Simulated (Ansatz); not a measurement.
```xyz
5
Lattice="3.9855 0.0000 0.0000 0.0000 3.9855 0.0000 0.0000 0.0000 6.5511" Properties=species:S:1:pos:R:3 pbc="T T T"
Ga    1.9927    1.9927    3.2756
Ga    0.0000    0.0000    1.6565
Ga    0.0000    0.0000    4.8946
O     0.0000    1.9927    3.2756
O     1.9927    0.0000    3.2756
```

Space group P4/mmm; a structure generated by program, which may or may not match a known phase; computed without spin polarisation.

Computed with DFT PBE, scalar-relativistic, plane waves, PAW (Ansatz).

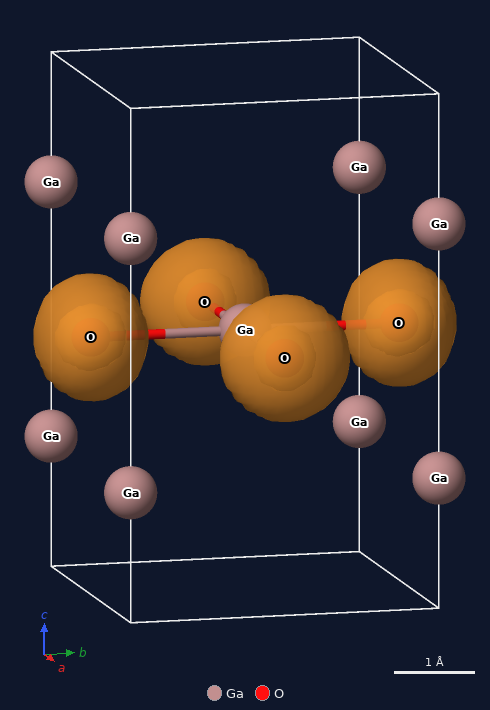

Ga3O2. Isosurface of the ELF at 0.75 (orange), seen slightly off an axis. Only the valence region is drawn (cores and ρ < 0.01 e/Å³ removed). Sticks mark near contacts.

In a PAW calculation such maps are meaningful between the atoms, not at the nuclei.

Describe the localisation domains.

At this value the surface marks out two regions wrapped around O (the valence shell of each), counted in one cell of 5 atoms. Regions shared between cells count once. Profiles from the grid: Ga–O (1.99 Å): the ELF peaks at about 0.80 in the valence shell of O, 0.6 Å from its nucleus, and is about 0.30 at the midpoint: no shared electron pair shows on this line.
